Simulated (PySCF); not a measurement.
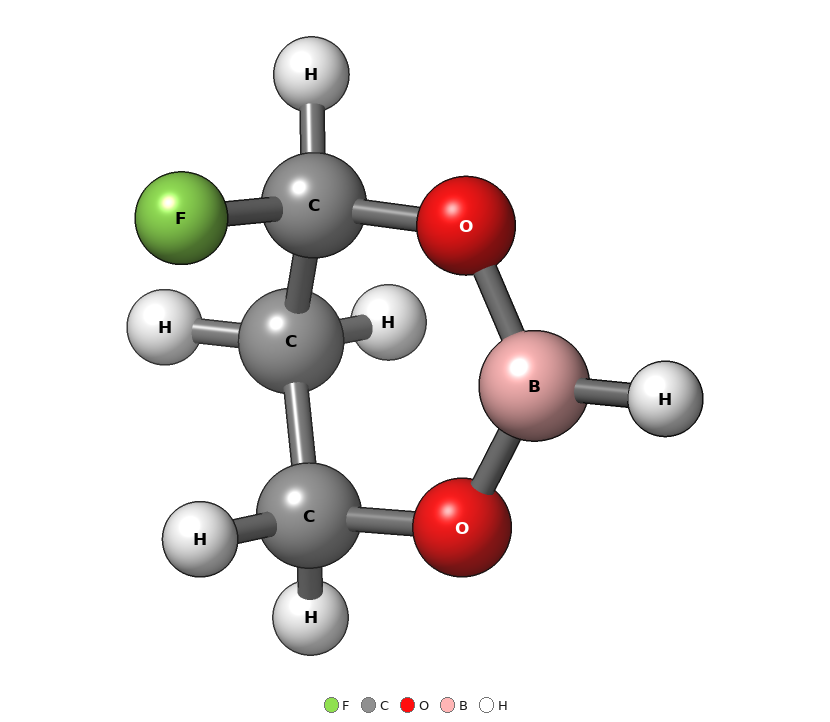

The picture shows a molecular structure as a ball-and-stick model. Every bond is drawn as one stick, whatever its order.

Description:

It has 13 atoms: 3 carbon, 6 hydrogen, 1 boron, 1 fluorine and 2 oxygen (C₃H₆BFO₂). SMILES: `F[C@@H]1CCOBO1`. Independent rings (smallest set): 1 of 6 members. Among its groups: C–F bond, B–H bond. The point group is C1. Coordination: 3 C tetrahedral; 2 O bent; 1 B trigonal planar.

More results for the same structure follow; atom numbers are the same in all pictures, views and colours differ. The geometry was computed by an optimisation with PBE0-D3(BJ)/def2-SVP. No frequency run is at hand to confirm it as a minimum.

Geometry

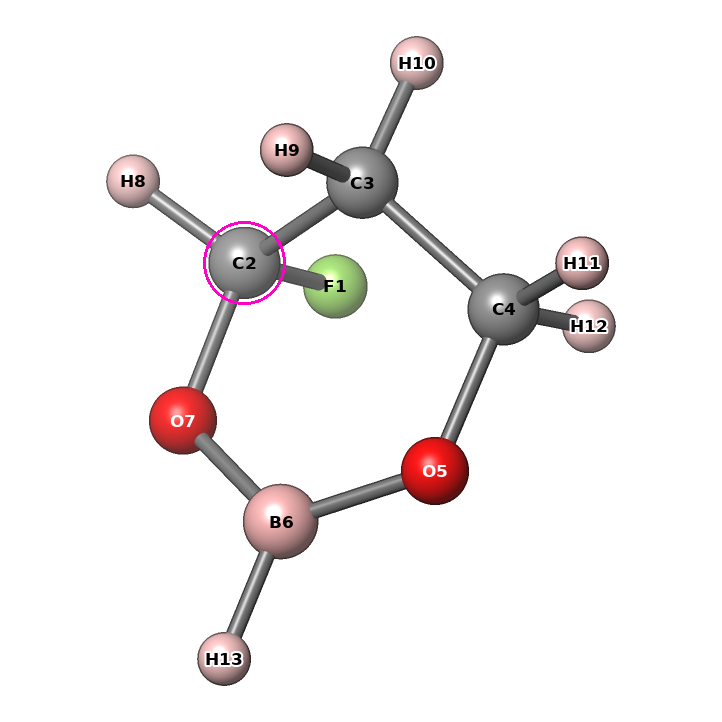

Distant atoms are faded towards the background colour. Circles mark the stereogenic atoms. No frequency run is at hand to confirm it as a minimum.

**Assign CIP descriptors.**

C2: R (priorities F1 > O7 > C3 > H8).

Ring current

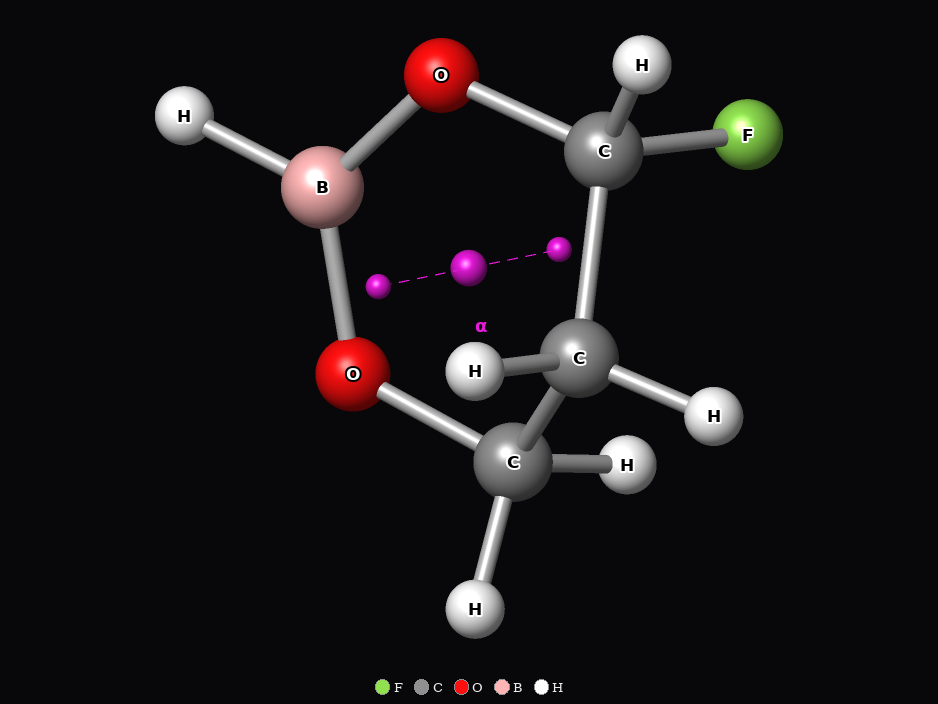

The small points mark where nucleus-independent chemical shifts (NICS) were computed: at the centre of each lettered ring and 1 Å above and below it. No frequency run is at hand to confirm it as a minimum. Method: GIAO PBE0/6-31G NMR shielding, non-relativistic, gas phase (PySCF 2.14.0).

Give NICS(0), NICS(1) and the out-of-plane component NICS(1)zz for each ring (means of the two sides).

```
ring  members  NICS(0)  NICS(1)  NICS(1)zz
   α    C3BO2     −1.1     −1.7        1.0
```

Values in ppm.

**What do the values say about the ring currents?**

Ring α: weak, as in a non-aromatic ring. NICS is one index among several.

Charges

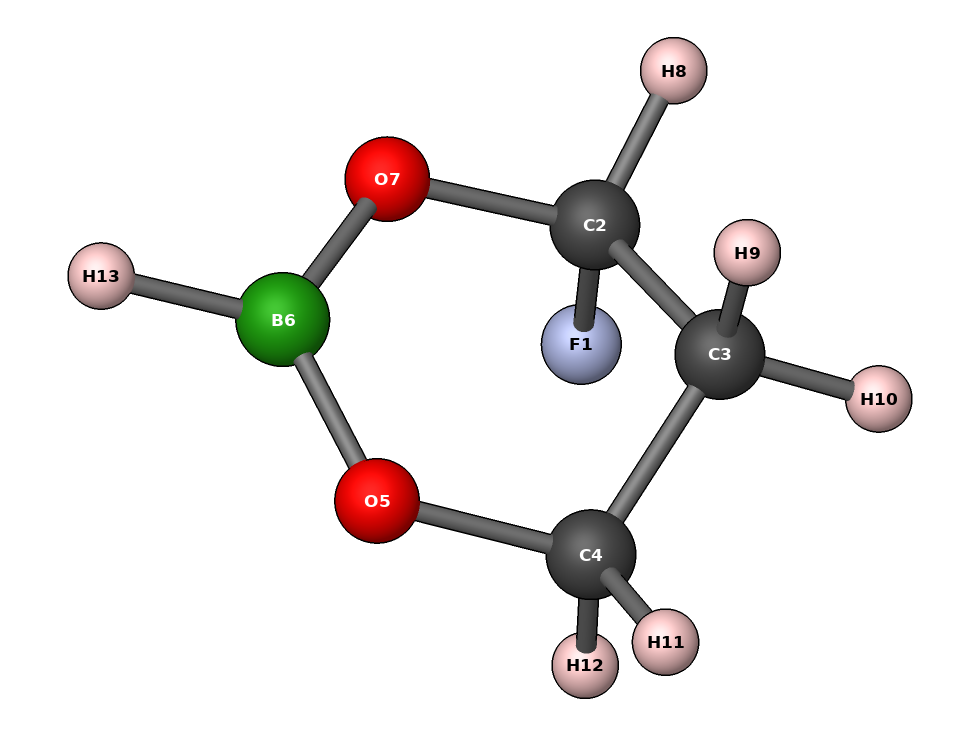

The questions are on IAO charges. No frequency run is at hand to confirm it as a minimum. Method: PBE0/STO-3G, gas phase (PySCF 2.14.0).

List the IAO charges.

```
atom  value (e)
  F1      −0.14
  C2       0.15
  C3      −0.31
  C4      −0.13
  O5      −0.25
  B6       0.23
  O7      −0.27
  H8       0.13
  H9       0.15
 H10       0.15
 H11       0.15
 H12       0.14
 H13       0.00
```

NMR shielding

The questions are on isotropic NMR shieldings of the C atoms. No frequency run is at hand to confirm it as a minimum. Level of theory: GIAO BLYP/pcSseg-1 NMR shielding, non-relativistic, gas phase (PySCF 2.14.0).

Give the isotropic NMR shieldings of the C atoms atom by atom.

```csv
atom,σ (ppm)
C2,67.9
C3,138.7
C4,114.8
```
